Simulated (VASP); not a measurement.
Band structure of NiSb (relaxed from the NiAs type structure, space group P6_3/mmc). All values below come from PBEsol GGA, VASP's PBE PAW potentials (set 64) (plane waves; VASP).

Unless said otherwise, spin-orbit coupling is left out, though it shifts the bands of the heavy elements here.

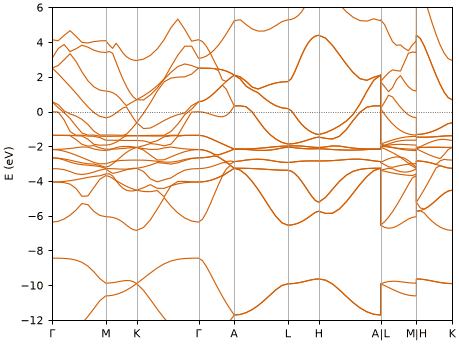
Figure. Bands along high-symmetry lines, zero at the valence-band maximum or, without a gap, the Fermi level

**Question.** Read the plot: is there a gap, and where are the band edges?

**Answer.** It has no gap at this level: it comes out as a metal or semimetal. (Edges off the drawn lines would not show.)

The structure was generated: NiSb was put into the NiAs type type (P6_3/mmc), which need not be its known phase. It was relaxed first, which changed the volume by -24 %. The run is not spin-polarised, so no magnetic state was tried.
